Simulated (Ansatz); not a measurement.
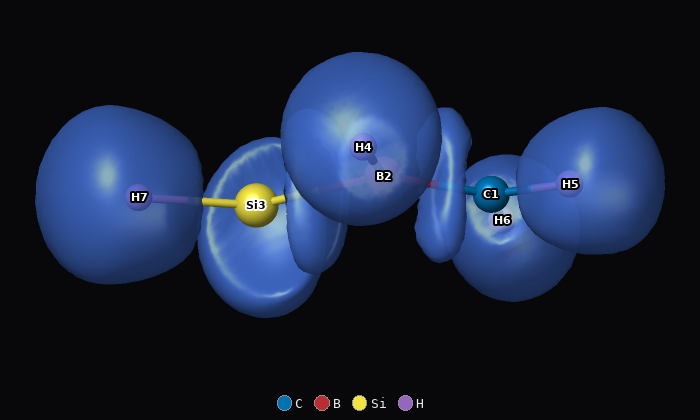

Figure 1: CH4BSi (doublet). Isosurface of the electron localisation function at 0.85 (blue), seen from one side. Core shells and regions of very low density are left out.

⟨S²⟩ = 0.86, above the pure value of 0.75.

All numbers below come from UKS B3LYP/def2-SVP in Ansatz 0.2.0.

Input file:

```
crystal:
  periodic: [false, false, false]
  atoms:
    - { symbol: C, position_ang: [-0.85591, 0.74303, -0.29528] }
    - { symbol: B, position_ang: [0.4302, 0.04849, 0.27734] }
    - { symbol: Si, position_ang: [1.4233, -1.4281, 0.424] }
    - { symbol: H, position_ang: [0.43438, 1.03095, 0.91269] }
    - { symbol: H, position_ang: [-0.71336, 1.80761, -0.48816] }
    - { symbol: H, position_ang: [-1.19208, 0.29363, -1.23131] }
    - { symbol: H, position_ang: [2.5999, -2.13352, 0.91076] }
magnetization:
  spin_polarized: true
  initial_magnetization: 1
basis:
  gaussian: { orbitals: def2-SVP }
hamiltonian:
  xc: b3lyp
relax:
  f_tol: 0.02
  max_steps: 50
output:
  orbitals: {}
```

Launched as:

```sh
ansatz run input.yaml --threads 2 --pin off --max-ram 3072MiB --backend cpu --events-out ev --progress --plain --runs-dir out
```

The fields are those of the run's last geometry, not of the input's.

Identify the bonds, lone pairs and shells in this picture.

The surface consists of one region between bonded B–C atoms (shared pairs), one region between bonded B–Si atoms (shared pairs), four regions around hydrogen nuclei and one lobe on Si, pointing away from the bonds (non-bonding electrons). Along the contacts the grid gives the following. C–B (1.47 Å): the ELF peaks at about 0.95 between the atoms, as expected for a covalent bond. Si–B (1.94 Å): the ELF peaks at about 0.95 between the atoms: a covalent bond.
